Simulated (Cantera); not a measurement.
Charge: 1 mol Si, a varied amount of CO, 50 mol H₂, at 975 °C and 130000 Pa.

Method: chemical equilibrium by Gibbs-energy minimisation in Cantera with the NASA 1993 tables (ideal gas, pure condensed phases). Candidate condensed phases: C, C₆H₆, C₇H₈, C₈H₁₈, H₂O, Si, SiC, SiO₂; 123 gas species. The tables hold silica as quartz up to 1696 K and as liquid above; real silica turns to tridymite and cristobalite and melts near 1996 K. Kinetics and transport are ignored.

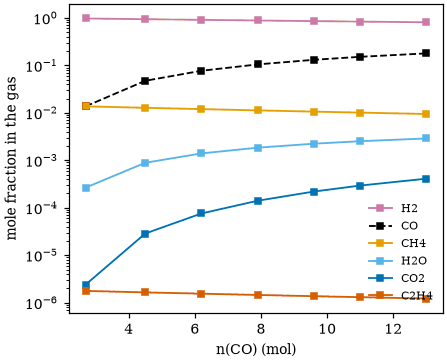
Equilibrium gas composition (values under 1e-9 drawn at 1e-9)

From 2.7 mol CO to 13 mol CO the condensed part is C(graphite) + SiO₂(β-quartz).
